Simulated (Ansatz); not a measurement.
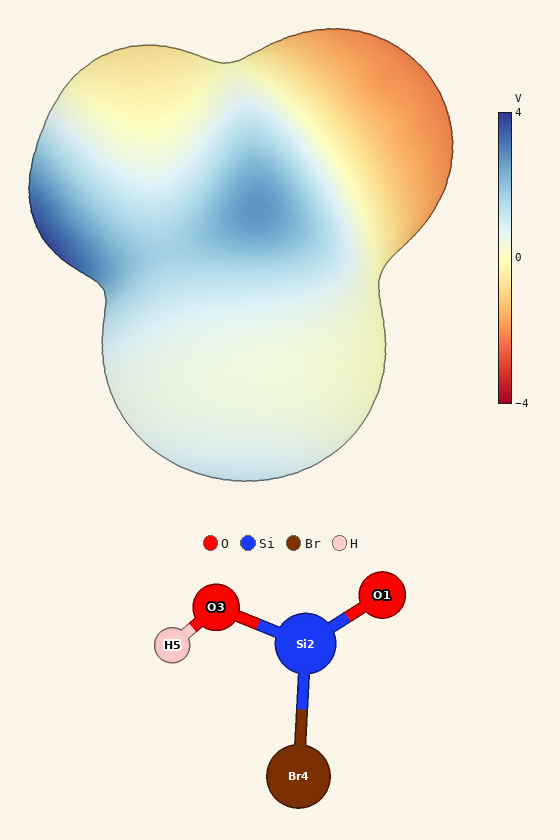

BrHO2Si. The electrostatic potential painted on the density surface at 0.002 e/bohr³, seen at a tilt; the colour scale runs from red (negative) to blue (positive). The bare structure is drawn below in the same view.

Geometry: PBE0-D4/def2-TZVP.

Theory: RKS PBE0-D4/def2-TZVPP in Ansatz 0.2.0.

| atom | x (Å) | y (Å) | z (Å) |
| --- | --- | --- | --- |
| O | -0.6604 | -1.7198 | 0.8529 |
| Si | -0.2606 | -0.4314 | 0.1828 |
| O | 1.1942 | 0.2567 | 0.2319 |
| Br | -1.5894 | 0.8109 | -1.0256 |
| H | 1.3163 | 1.0837 | -0.2419 |

**Where is the surface potential most negative and most positive?**

The most negative region (about −2.1 V, or −48 kcal/mol for a unit charge) lies over O1, the most positive (about +3.6 V, or +83 kcal/mol for a unit charge) over H5. Br4 shows a σ-hole: about +1.1 V, or +25 kcal/mol for a unit charge at the tip opposite its bond, against about +0.4 V, or +9 kcal/mol for a unit charge on its flanks. O1 is the likeliest acceptor of a hydrogen bond.
